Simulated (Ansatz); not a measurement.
CaB6-type CaB6, treated with PBE-D3(BJ) (PAW; Ansatz, an electronic-structure program).

Settings: plane-wave cutoff 520 eV, 8×8×8 k mesh, Fermi–Dirac smearing 0.01 eV, scalar-relativistic PAW data made under PBE.

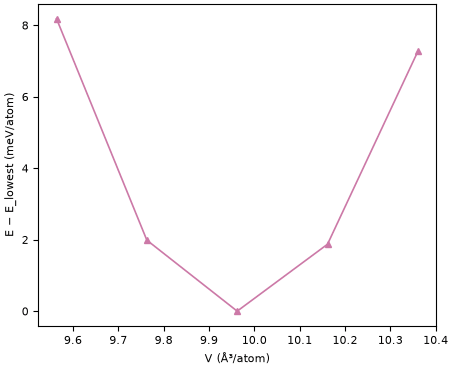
Figure: Total energy against volume

Problem. From the curve, estimate the equilibrium volume and the bulk modulus.

Solution. V0 ≈ 10.0 Å³/atom and B0 ≈ 150 GPa; the fit gives V0 = 9.962 Å³/atom, B0 = 155 GPa, B′ = 3.5.

Shape and atoms are relaxed at each volume.

Measured, for comparison: bulk modulus 170 ± 5 GPa (room temperature, no zero-point or thermal correction; as tabulated in Structural stability and vibrational characteristics of CaB6 under high …); equilibrium volume per atom 10.22 Å³/atom (temperature not stated, no zero-point or thermal correction; as tabulated in Singh (2010), arXiv:1009.1807). Computed (rounded) less measured: bulk modulus -9 %, equilibrium volume per atom -2.5 %.

Note: the bulk modulus comes from volumes at which shape and atoms were relaxed.

Static lattice: no zero-point or thermal effects.

It cost around 60 core-seconds (rough) of CPU time.
